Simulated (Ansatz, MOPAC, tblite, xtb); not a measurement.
Dissociation curve of Ir(F)6, SMILES [F][Ir]([F])([F])([F])([F])[F] (F6Ir), quartet. The Ir1–F7 bond (Ir1 also carries F, F, F, F, F; F7 carries nothing else) is varied alone, starting from the PBE0/def2-TZVP, def2 effective core potentials past Kr optimised geometry.

```
7

Ir     0.0000     0.0000     0.0000
F     -0.0003     0.0001    -1.8337
F      0.0000     1.8333     0.0004
F      1.8338     0.0003    -0.0003
F     -1.8338    -0.0006     0.0000
F     -0.0003    -1.8333    -0.0003
F      0.0000     0.0000     1.8337
```

Methods: GFN1-xTB (xtb); PM6, unrestricted, heats of formation (MOPAC); GFN2-xTB, 300 K electronic temperature (tblite); UKS-PBE0 = unrestricted PBE0/def2-TZVP, def2 effective core potentials past Kr run with Ansatz (a first-principles code).

Energies are in eV, each relative to the lowest point of its own curve near equilibrium.

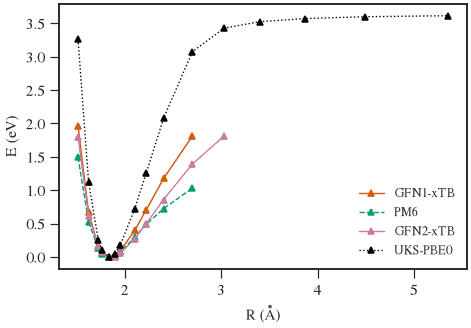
Figure: Energy against bond length for each method.

| R / Å | GFN1-xTB | PM6 | GFN2-xTB | UKS-PBE0 |
|---|---|---|---|---|
| 1.51 | 1.962 | 1.494 | 1.798 | 3.260 |
| 1.62 | 0.665 | 0.526 | 0.619 | 1.124 |
| 1.72 | 0.159 | 0.126 | 0.157 | 0.260 |
| 1.76 | 0.064 | 0.051 | 0.068 | 0.101 |
| 1.83 | 0.000 | 0.000 | 0.000 | 0.000 |
| 1.89 | 0.020 | 0.018 | 0.005 | 0.046 |
| 1.95 | 0.090 | 0.074 | 0.051 | 0.177 |
| 2.10 | 0.397 | 0.297 | 0.271 | 0.721 |
| 2.22 | 0.706 | 0.488 | 0.499 | 1.258 |
| 2.40 | 1.176 | 0.724 | 0.859 | 2.080 |
| 2.70 | 1.812 | 1.030 | 1.393 | 3.076 |
| 3.03 | — | — | 1.813 | 3.428 |
| 3.40 | — | — | — | 3.525 |
| 3.87 | — | — | — | 3.571 |
| 4.49 | — | — | — | 3.599 |
| 5.36 | — | — | — | 3.614 |

Dashes: no converged value, or the column stops at the first point that the program doubted or that broke a chosen test of continuity, which isn't proof of a fault.

The unrestricted solution behind UKS-PBE0 changes between 2.70 and 3.03 Å, which can leave a kink. The unrestricted determinant behind UKS-PBE0 is spin-contaminated at 2.70 Å (<S²> up to 4.2, against 3.75 for a pure quartet).
